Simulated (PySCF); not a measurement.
# CISD/ANO-R1 run of GeH2 (SMILES [GeH2])

What is the vertical singlet–triplet gap of GeH2 at CISD/ANO-R1? 

The results are computed with PySCF 2.14.0.

6 further runs of the same task are left out: 6 set aside as unsound or not needed.

**1. The structure to begin with**

The species is GeH2 (3 atoms), meant as a singlet with charge 0. SMILES: `[GeH2]`. The shape is that of a PBE0-D4/def2-TZVP optimisation.

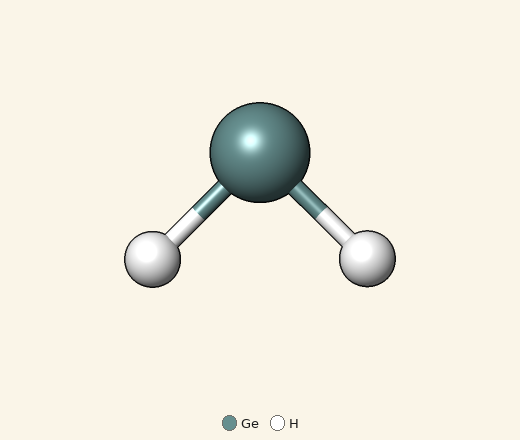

Viewed from a chosen angle; germanium teal, hydrogen white.

**2. A single-point energy at CISD/ANO-R1**

Contents of input.py:

```python
from pyscf import gto, ci

mol = gto.M(
    atom=[
    ('Ge', (-0.570100, 0.405100, -0.263700)),
    ('H', (0.783000, 0.743600, 0.509000)),
    ('H', (-0.212900, -1.148700, -0.245300)),
],
    max_memory=1860,
    verbose=4,
    spin=0,
    charge=0,
    basis='ano-r1',
)

mf = mol.RHF()
mf.kernel()

cisd = ci.CISD(mf, frozen=9)
cisd.kernel()
e_tot = cisd.e_tot
print('E(%s) = %.9f' % ('CISD', e_tot))
dip = mf.dip_moment()
pop, q = mf.mulliken_pop()
```

Command:

```sh
$ OMP_NUM_THREADS=1 python input.py
```

Output:

```text
PySCF version 2.14.0

[INPUT] num. atoms = 3
[INPUT] num. electrons = 34
[INPUT] charge = 0
[INPUT] spin (= nelec alpha-beta = 2S) = 0
[INPUT] symmetry False subgroup None
[INPUT] Mole.unit = angstrom
[INPUT] Symbol           X                Y                Z      unit          X                Y                Z       unit  Magmom
[INPUT]  1 Ge    -0.570100000000   0.405100000000  -0.263700000000 AA   -1.077332863615   0.765528053061  -0.498320779048 Bohr   0.0
[INPUT]  2 H      0.783000000000   0.743600000000   0.509000000000 AA    1.479655555534   1.405200346227   0.961870597404 Bohr   0.0
[INPUT]  3 H     -0.212900000000  -1.148700000000  -0.245300000000 AA   -0.402322691920  -2.170728399288  -0.463549818356 Bohr   0.0

nuclear repulsion = 21.4737020382246
number of shells = 8
number of NR pGTOs = 190
number of NR cGTOs = 49
basis = ano-r1
ecp = {}

******** <class 'pyscf.scf.hf.RHF'> ********
method = RHF
initial guess = minao
damping factor = 0
level_shift factor = 0
DIIS = <class 'pyscf.scf.diis.CDIIS'>
diis_start_cycle = 1
diis_space = 8
diis_damp = 0
SCF conv_tol = 1e-09
SCF conv_tol_grad = None
SCF max_cycles = 50
direct_scf = True
direct_scf_tol = 1e-13
Set gradient conv threshold to 3.16228e-05
Initial guess from minao.
init E= -2065.81720144766
  HOMO = -0.205476430186196  LUMO = -0.061309195553414  gap/eV = 3.92299
cycle= 1 E= -2066.13608358596  delta_E= -0.319  |g|= 0.273  |ddm|= 1.82
  HOMO = -0.352762587204137  LUMO = -0.0117787163756633  gap/eV = 9.27864
cycle= 2 E= -2066.14760777815  delta_E= -0.0115  |g|= 0.185  |ddm|= 0.254
  HOMO = -0.341090581431668  LUMO = 0.00117827850946028  gap/eV = 9.31361
cycle= 3 E= -2066.15008340136  delta_E= -0.00248  |g|= 0.0192  |ddm|= 0.108
  HOMO = -0.336102641150879  LUMO = 0.00805673398828599  gap/eV = 9.36505
cycle= 4 E= -2066.15030898468  delta_E= -0.000226  |g|= 0.00491  |ddm|= 0.076
  HOMO = -0.336858840943049  LUMO = 0.00733495771096848  gap/eV = 9.36599
cycle= 5 E= -2066.15032297447  delta_E= -1.4e-05  |g|= 0.000871  |ddm|= 0.0184
  HOMO = -0.336994650820579  LUMO = 0.00719333499612151  gap/eV = 9.36583
cycle= 6 E= -2066.15032380255  delta_E= -8.28e-07  |g|= 0.000269  |ddm|= 0.0036
  HOMO = -0.336975468165586  LUMO = 0.00720023780409385  gap/eV = 9.36550
cycle= 7 E= -2066.15032389229  delta_E= -8.97e-08  |g|= 6.09e-05  |ddm|= 0.00124
  HOMO = -0.336977408413542  LUMO = 0.00719806900941489  gap/eV = 9.36549
cycle= 8 E= -2066.15032389464  delta_E= -2.35e-09  |g|= 5.91e-06  |ddm|= 0.000166
  HOMO = -0.336976309605792  LUMO = 0.00719846908971711  gap/eV = 9.36547
cycle= 9 E= -2066.15032389466  delta_E= -2.14e-11  |g|= 1.36e-06  |ddm|= 1.6e-05
  HOMO = -0.336976279275444  LUMO = 0.00719845153626153  gap/eV = 9.36547
Extra cycle  E= -2066.15032389467  delta_E= -6.37e-12  |g|= 3.8e-07  |ddm|= 2.97e-06
converged SCF energy = -2066.15032389467

******** <class 'pyscf.ci.cisd.RCISD'> ********
CISD nocc = 8, nmo = 40
frozen orbitals 9
max_cycle = 50
direct = 0
conv_tol = 1e-09
max_cycle = 50
max_space = 12
lindep = 0
nroots = 1
Init t2, MP2 energy = -0.467071769013545
RCISD converged
E(RCISD) = -2066.575681284883  E_corr = -0.4253573902162999
E(CISD) = -2066.575681285
Dipole moment(X, Y, Z, Debye):  0.12265, -0.08746,  0.05670
 ** Mulliken pop  **
pop of  0 Ge 1s           2.00005
pop of  0 Ge 2s           1.99896
pop of  0 Ge 3s           2.01179
pop of  0 Ge 4s           1.61305
pop of  0 Ge 5s          -0.01021
pop of  0 Ge 2px          1.99999
pop of  0 Ge 2py          1.99999
pop of  0 Ge 2pz          1.99999
pop of  0 Ge 3px          1.99989
pop of  0 Ge 3py          1.99978
pop of  0 Ge 3pz          1.99984
pop of  0 Ge 4px          0.88398
pop of  0 Ge 4py          0.89149
pop of  0 Ge 4pz          0.24072
pop of  0 Ge 5px         -0.00090
pop of  0 Ge 5py         -0.00598
pop of  0 Ge 5pz         -0.00073
pop of  0 Ge 3dxy         1.99913
pop of  0 Ge 3dyz         1.99965
pop of  0 Ge 3dz^2        1.99916
pop of  0 Ge 3dxz         1.99867
pop of  0 Ge 3dx2-y2      1.99784
pop of  0 Ge 4dxy         0.00761
pop of  0 Ge 4dyz         0.00081
pop of  0 Ge 4dz^2        0.00790
pop of  0 Ge 4dxz         0.01531
pop of  0 Ge 4dx2-y2      0.02901
pop of  0 Ge 5dxy         0.00595
pop of  0 Ge 5dyz         0.00062
pop of  0 Ge 5dz^2        0.00620
pop of  0 Ge 5dxz         0.01200
pop of  0 Ge 5dx2-y2      0.02272
pop of  0 Ge 4f-3         0.00008
pop of  0 Ge 4f-2         0.00002
pop of  0 Ge 4f-1         0.00005
pop of  0 Ge 4f+0         0.00003
pop of  0 Ge 4f+1         0.00001
pop of  0 Ge 4f+2         0.00006
pop of  0 Ge 4f+3         0.00007
pop of  1 H 1s            1.00666
pop of  1 H 2s            0.11050
pop of  1 H 2px           0.01441
pop of  1 H 2py           0.00171
pop of  1 H 2pz           0.00444
pop of  2 H 1s            1.00660
pop of  2 H 2s            0.11052
pop of  2 H 2px           0.00381
pop of  2 H 2py           0.01603
pop of  2 H 2pz           0.00073
 ** Mulliken atomic charges  **
charge of    0Ge =      0.27541
charge of    1H =     -0.13772
charge of    2H =     -0.13769
```

It took 4.2 s on 1 thread of Arm Neoverse V1, shared host; peak memory 0.15 GiB.

**3. The triplet at the same level**

Contents of job.py:

```python
from pyscf import gto, scf, ci

mol = gto.Mole()
mol.atom = [
    ('Ge', (-0.570100, 0.405100, -0.263700)),
    ('H', (0.783000, 0.743600, 0.509000)),
    ('H', (-0.212900, -1.148700, -0.245300)),
]
mol.spin = 2
mol.verbose = 4
mol.charge = 0
mol.basis = 'ano-r1'
mol.max_memory = 1860
mol.build()

mf = scf.UHF(mol)
mf.kernel()
if not mf.converged:
    mf = mf.newton().run(mf.mo_coeff, mf.mo_occ)

cisd = ci.CISD(mf, frozen=9)
cisd.kernel()
energy = cisd.e_tot
print('Final energy', energy)
mf.analyze()
```

Command:

```sh
$ OMP_NUM_THREADS=1 python job.py
```

Output:

```text
PySCF version 2.14.0

[INPUT] num. atoms = 3
[INPUT] num. electrons = 34
[INPUT] charge = 0
[INPUT] spin (= nelec alpha-beta = 2S) = 2
[INPUT] symmetry False subgroup None
[INPUT] Mole.unit = angstrom
[INPUT] Symbol           X                Y                Z      unit          X                Y                Z       unit  Magmom
[INPUT]  1 Ge    -0.570100000000   0.405100000000  -0.263700000000 AA   -1.077332863615   0.765528053061  -0.498320779048 Bohr   0.0
[INPUT]  2 H      0.783000000000   0.743600000000   0.509000000000 AA    1.479655555534   1.405200346227   0.961870597404 Bohr   0.0
[INPUT]  3 H     -0.212900000000  -1.148700000000  -0.245300000000 AA   -0.402322691920  -2.170728399288  -0.463549818356 Bohr   0.0

nuclear repulsion = 21.4737020382246
number of shells = 8
number of NR pGTOs = 190
number of NR cGTOs = 49
basis = ano-r1
ecp = {}

******** <class 'pyscf.scf.uhf.UHF'> ********
method = UHF
initial guess = minao
damping factor = 0
level_shift factor = 0
DIIS = <class 'pyscf.scf.diis.CDIIS'>
diis_start_cycle = 1
diis_space = 8
diis_damp = 0
SCF conv_tol = 1e-09
SCF conv_tol_grad = None
SCF max_cycles = 50
direct_scf = True
direct_scf_tol = 1e-13
number electrons alpha = 18  beta = 16
Set gradient conv threshold to 3.16228e-05
init E= -2065.81720144765
[... the frontier-level lines of each cycle are left out ...]


cycle= 1 E= -2066.09077943193  delta_E= -0.274  |g|= 0.223  |ddm|= 1.45
cycle= 2 E= -2066.11414098295  delta_E= -0.0234  |g|= 0.151  |ddm|= 0.236
cycle= 3 E= -2066.11907932745  delta_E= -0.00494  |g|= 0.0308  |ddm|= 0.091
cycle= 4 E= -2066.12097085873  delta_E= -0.00189  |g|= 0.0113  |ddm|= 0.0916
cycle= 5 E= -2066.12127658908  delta_E= -0.000306  |g|= 0.00527  |ddm|= 0.0312
cycle= 6 E= -2066.1213655456  delta_E= -8.9e-05  |g|= 0.00311  |ddm|= 0.018
cycle= 7 E= -2066.12140151084  delta_E= -3.6e-05  |g|= 0.00155  |ddm|= 0.0158
cycle= 8 E= -2066.12141188332  delta_E= -1.04e-05  |g|= 0.00039  |ddm|= 0.013
cycle= 9 E= -2066.12141233755  delta_E= -4.54e-07  |g|= 9.92e-05  |ddm|= 0.00279
cycle= 10 E= -2066.12141235734  delta_E= -1.98e-08  |g|= 2.13e-05  |ddm|= 0.000422
cycle= 11 E= -2066.1214123582  delta_E= -8.63e-10  |g|= 3.61e-06  |ddm|= 7.31e-05
Extra cycle  E= -2066.12141235822  delta_E= -1.91e-11  |g|= 1.63e-06  |ddm|= 6.12e-06
converged SCF energy = -2066.12141235822  <S^2> = 2.0049678  2S+1 = 3.0033101

******** <class 'pyscf.ci.ucisd.UCISD'> ********
CISD nocc = (np.int64(9), np.int64(7)), nmo = (40, 40)
frozen orbitals 9
max_cycle = 50
direct = 0
conv_tol = 1e-09
max_cycle = 50
max_space = 12
lindep = 0
nroots = 1
Init t2, MP2 energy = -0.45098478283091
UCISD converged
E(UCISD) = -2066.533058137222  E_corr = -0.4116457790036869
Final energy -2066.5330581372223
**** SCF Summaries ****
Total Energy =                       -2066.121412358218549
Nuclear Repulsion Energy =              21.473702038224644
One-electron Energy =                -2932.793609295131319
Two-electron Energy =                  845.198494898688409
Two-electron Coulomb Energy =          924.390195468479305
DFT Exchange-Correlation Energy =      -79.191700569790896
**** MO energy ****
                             alpha | beta                alpha | beta
MO #1   energy= -399.876455960908  | -399.870614100318  occ= 1 | 1
MO #2   energy= -51.3536024191645  | -51.350113284429   occ= 1 | 1
MO #3   energy= -45.9550130123385  | -45.9508884754728  occ= 1 | 1
MO #4   energy= -45.9533698658904  | -45.9494174037292  occ= 1 | 1
MO #5   energy= -45.9517134382459  | -45.9494003548422  occ= 1 | 1
MO #6   energy= -7.08032465667227  | -7.06747053150096  occ= 1 | 1
MO #7   energy= -5.15056809161653  | -5.14071386985786  occ= 1 | 1
MO #8   energy= -5.14788619348213  | -5.13666752732943  occ= 1 | 1
MO #9   energy= -5.14253448869851  | -5.13316591319343  occ= 1 | 1
MO #10  energy= -1.63368711437031  | -1.63117770886402  occ= 1 | 1
MO #11  energy= -1.63343123060759  | -1.62702620460713  occ= 1 | 1
MO #12  energy= -1.6333230465399   | -1.62610176649156  occ= 1 | 1
MO #13  energy= -1.63071993348409  | -1.6256563897145   occ= 1 | 1
MO #14  energy= -1.62997265654804  | -1.62548683843687  occ= 1 | 1
MO #15  energy= -0.72525556703004  | -0.616419600698365 occ= 1 | 1
MO #16  energy= -0.453442159764472 | -0.422062965555557 occ= 1 | 1
MO #17  energy= -0.419500857961506 | -0.0135339911349392 occ= 1 | 0
MO #18  energy= -0.303444622833523 | 0.0733557929228912 occ= 1 | 0
MO #19  energy= 0.0712581109750712 | 0.0902379669005944 occ= 0 | 0
MO #20  energy= 0.13143829789971   | 0.189436604338889  occ= 0 | 0
MO #21  energy= 0.240256549563151  | 0.294200045851094  occ= 0 | 0
MO #22  energy= 0.345196427303752  | 0.356525296275903  occ= 0 | 0
MO #23  energy= 0.388265838265812  | 0.44577562491709   occ= 0 | 0
MO #24  energy= 0.476862205828355  | 0.527965369771659  occ= 0 | 0
MO #25  energy= 0.47993296458065   | 0.565117024888806  occ= 0 | 0
MO #26  energy= 0.496881363586122  | 0.573876521150191  occ= 0 | 0
MO #27  energy= 0.512387940729165  | 0.610610501315072  occ= 0 | 0
MO #28  energy= 0.718904591251798  | 0.779567247911653  occ= 0 | 0
MO #29  energy= 0.741515344949774  | 0.801414077949177  occ= 0 | 0
MO #30  energy= 0.921249484039717  | 0.962825379515905  occ= 0 | 0
MO #31  energy= 1.02276585643803   | 1.05607745273169   occ= 0 | 0
MO #32  energy= 1.25572801697341   | 1.2678046161687    occ= 0 | 0
MO #33  energy= 1.25902609446451   | 1.28657398127508   occ= 0 | 0
MO #34  energy= 1.36260617328494   | 1.38849239266341   occ= 0 | 0
MO #35  energy= 1.45437059661465   | 1.4791281014369    occ= 0 | 0
MO #36  energy= 1.80346542160038   | 1.81824250073908   occ= 0 | 0
MO #37  energy= 1.93749189308017   | 1.95500371638961   occ= 0 | 0
MO #38  energy= 4.66620168749364   | 4.68025564922307   occ= 0 | 0
MO #39  energy= 4.67267076494044   | 4.69228016042981   occ= 0 | 0
MO #40  energy= 4.7079626513062    | 4.72589760479581   occ= 0 | 0
MO #41  energy= 4.80228383057284   | 4.8141727210045    occ= 0 | 0
MO #42  energy= 5.07723464912861   | 5.08544147561481   occ= 0 | 0
MO #43  energy= 6.38971825399236   | 6.39899388567028   occ= 0 | 0
MO #44  energy= 6.41898721664912   | 6.42612055115843   occ= 0 | 0
MO #45  energy= 6.42050486450643   | 6.4316153210975    occ= 0 | 0
MO #46  energy= 6.42720035654476   | 6.43766322325461   occ= 0 | 0
MO #47  energy= 6.44513757514357   | 6.45350634783633   occ= 0 | 0
MO #48  energy= 6.53006230291      | 6.53579966040682   occ= 0 | 0
MO #49  energy= 6.5910014260424    | 6.59739595803271   occ= 0 | 0

To work with the spin densities directly, `use mulliken_meta_spin()` only printing them here.

 ** Mulliken spin pop alpha/beta on meta-lowdin orthogonal AOs **
 ** Mulliken Spin Density (per AO)  **
spin_pop of  0 Ge 1s        0.00000
spin_pop of  0 Ge 2s        0.00001
spin_pop of  0 Ge 3s        0.00002
spin_pop of  0 Ge 4s        0.32897
spin_pop of  0 Ge 5s        0.00065
spin_pop of  0 Ge 2px       0.00000
spin_pop of  0 Ge 2py       0.00000
spin_pop of  0 Ge 2pz       0.00000
spin_pop of  0 Ge 3px       0.00002
spin_pop of  0 Ge 3py      -0.00001
spin_pop of  0 Ge 3pz       0.00003
spin_pop of  0 Ge 4px       0.57352
spin_pop of  0 Ge 4py       0.19276
spin_pop of  0 Ge 4pz       0.83734
spin_pop of  0 Ge 5px      -0.00040
spin_pop of  0 Ge 5py      -0.00015
spin_pop of  0 Ge 5pz       0.00141
spin_pop of  0 Ge 3dxy     -0.00004
spin_pop of  0 Ge 3dyz     -0.00001
spin_pop of  0 Ge 3dz^2    -0.00004
spin_pop of  0 Ge 3dxz     -0.00008
spin_pop of  0 Ge 3dx2-y2   -0.00012
spin_pop of  0 Ge 4dxy      0.00013
spin_pop of  0 Ge 4dyz      0.00051
spin_pop of  0 Ge 4dz^2     0.00043
spin_pop of  0 Ge 4dxz      0.00014
spin_pop of  0 Ge 4dx2-y2   -0.00051
spin_pop of  0 Ge 5dxy      0.00005
spin_pop of  0 Ge 5dyz      0.00023
spin_pop of  0 Ge 5dz^2     0.00026
spin_pop of  0 Ge 5dxz      0.00015
spin_pop of  0 Ge 5dx2-y2   -0.00016
spin_pop of  0 Ge 4f-3      0.00000
spin_pop of  0 Ge 4f-2      0.00000
spin_pop of  0 Ge 4f-1      0.00000
spin_pop of  0 Ge 4f+0      0.00000
spin_pop of  0 Ge 4f+1      0.00000
spin_pop of  0 Ge 4f+2      0.00000
spin_pop of  0 Ge 4f+3      0.00000
spin_pop of  1 H 1s        0.03309
spin_pop of  1 H 2s       -0.00008
spin_pop of  1 H 2px      -0.00056
spin_pop of  1 H 2py       0.00006
spin_pop of  1 H 2pz      -0.00007
spin_pop of  2 H 1s        0.03308
spin_pop of  2 H 2s       -0.00008
spin_pop of  2 H 2px      -0.00036
spin_pop of  2 H 2py      -0.00020
spin_pop of  2 H 2pz      -0.00000
 ** Mulliken Spin Density (per atom)  **
spin density of  0 Ge =      1.93513
spin density of  1 H =      0.03244
spin density of  2 H =      0.03243
 ** Mulliken pop alpha/beta on meta-lowdin orthogonal AOs **
 ** Mulliken pop       alpha | beta **
pop of  0 Ge 1s        1.00000 | 1.00000
pop of  0 Ge 2s        0.99998 | 0.99997
pop of  0 Ge 3s        0.99990 | 0.99988
pop of  0 Ge 4s        0.81860 | 0.48962
pop of  0 Ge 5s        0.00155 | 0.00090
pop of  0 Ge 2px       0.99999 | 0.99999
pop of  0 Ge 2py       0.99999 | 0.99999
pop of  0 Ge 2pz       1.00000 | 0.99999
pop of  0 Ge 3px       0.99994 | 0.99992
pop of  0 Ge 3py       0.99993 | 0.99994
pop of  0 Ge 3pz       0.99995 | 0.99992
pop of  0 Ge 4px       0.69626 | 0.12274
pop of  0 Ge 4py       0.50406 | 0.31131
pop of  0 Ge 4pz       0.89251 | 0.05517
pop of  0 Ge 5px       0.00106 | 0.00146
pop of  0 Ge 5py       0.00137 | 0.00152
pop of  0 Ge 5pz       0.00185 | 0.00044
pop of  0 Ge 3dxy      0.99992 | 0.99996
pop of  0 Ge 3dyz      0.99996 | 0.99996
pop of  0 Ge 3dz^2     0.99990 | 0.99994
pop of  0 Ge 3dxz      0.99986 | 0.99993
pop of  0 Ge 3dx2-y2    0.99981 | 0.99994
pop of  0 Ge 4dxy      0.00107 | 0.00094
pop of  0 Ge 4dyz      0.00080 | 0.00029
pop of  0 Ge 4dz^2     0.00141 | 0.00098
pop of  0 Ge 4dxz      0.00182 | 0.00168
pop of  0 Ge 4dx2-y2    0.00295 | 0.00347
pop of  0 Ge 5dxy      0.00047 | 0.00041
pop of  0 Ge 5dyz      0.00039 | 0.00016
pop of  0 Ge 5dz^2     0.00075 | 0.00049
pop of  0 Ge 5dxz      0.00092 | 0.00077
pop of  0 Ge 5dx2-y2    0.00128 | 0.00144
pop of  0 Ge 4f-3      0.00001 | 0.00001
pop of  0 Ge 4f-2      0.00000 | 0.00000
pop of  0 Ge 4f-1      0.00000 | 0.00000
pop of  0 Ge 4f+0      0.00000 | 0.00000
pop of  0 Ge 4f+1      0.00000 | 0.00000
pop of  0 Ge 4f+2      0.00001 | 0.00000
pop of  0 Ge 4f+3      0.00000 | 0.00000
pop of  1 H 1s        0.53354 | 0.50046
pop of  1 H 2s        0.00103 | 0.00111
pop of  1 H 2px       0.00087 | 0.00143
pop of  1 H 2py       0.00009 | 0.00003
pop of  1 H 2pz       0.00033 | 0.00040
pop of  2 H 1s        0.53354 | 0.50046
pop of  2 H 2s        0.00103 | 0.00111
pop of  2 H 2px       0.00007 | 0.00044
pop of  2 H 2py       0.00117 | 0.00137
pop of  2 H 2pz       0.00005 | 0.00005
In total            18.00000 | 16.00000
 ** Mulliken atomic charges   ( Nelec_alpha | Nelec_beta ) **
charge of  0Ge =      0.07856  (    16.92829     14.99316 )
charge of  1H =     -0.03928  (     0.53586      0.50342 )
charge of  2H =     -0.03927  (     0.53585      0.50342 )
Dipole moment(X, Y, Z, Debye): -0.65977,  0.46864, -0.30520
```

Wall time 5.4 s (1 thread of Arm Neoverse V1, shared host); peak memory 0.21 GiB.

**4. Summary of results**

Level: CISD/ANO-R1, 9 core orbitals frozen.

| quantity | value |
| --- | --- |
| singlet: total energy | -2066.57568 Eh |
| singlet: dipole moment (Hartree–Fock density) | 0.16 D |
| singlet: HOMO energy (Hartree–Fock orbitals) | -9.17 eV |
| singlet: LUMO energy (Hartree–Fock orbitals) | 0.20 eV |
| singlet: HOMO–LUMO gap (Hartree–Fock orbitals) | 9.37 eV |
| singlet: correlation energy (9 core orbitals frozen) | -425.4 mEh |
| triplet: total energy | -2066.53306 Eh |
| triplet: dipole moment (Hartree–Fock density) | 0.86 D |
| triplet: HOMO energy (Hartree–Fock orbitals) (highest over α and β) | -8.26 eV |
| triplet: LUMO energy (Hartree–Fock orbitals) (lowest over α and β) | -0.37 eV |
| triplet: correlation energy (9 core orbitals frozen) | -411.6 mEh |
| triplet: ⟨S²⟩ of the reference determinant | 2.005 |
| vertical energy of the triplet above the singlet | 1.160 eV |

In words: At this shape the triplet lies 1.16 eV (112 kJ/mol) above the singlet. Mulliken charges (singlet) of the mean-field density run from -0.14 on H2 to +0.28 on Ge1; they depend strongly on the basis. The basis (singlet) was made for a relativistic Hamiltonian, but the run is non-relativistic. The basis (triplet) was made for a relativistic Hamiltonian, but the run is non-relativistic.
